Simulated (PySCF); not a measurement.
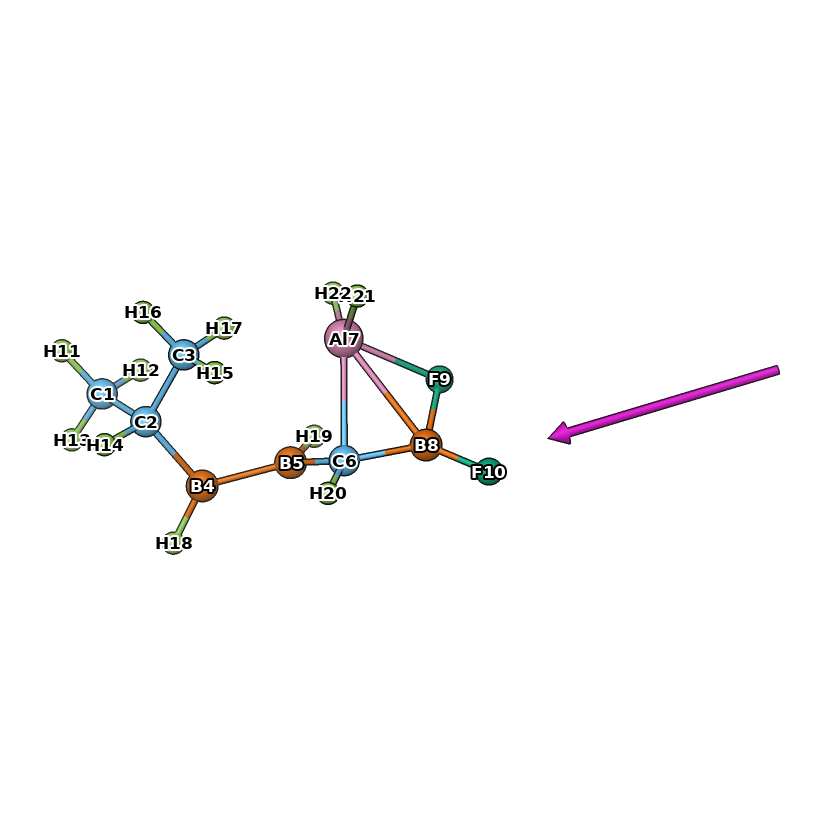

The arrow beside the molecule shows the direction of the dipole moment, from the negative to the positive end (its length means nothing). The geometry was computed by an optimisation with GFN2-xTB. No frequency run is at hand to confirm it as a minimum. Method: PBE0/pcSseg-1, gas phase (PySCF 2.14.0).

Q: How large is the dipole moment?

A: 1.93 D; it points from the side of F9, F10 to the side of H11, H13, H14 (the outermost atoms at the two ends).

The geometry is semi-empirical. Around Al, B such bond lengths and angles can be off by a tenth of an ångström or more and by several degrees, and values that hang on the shape move with them.
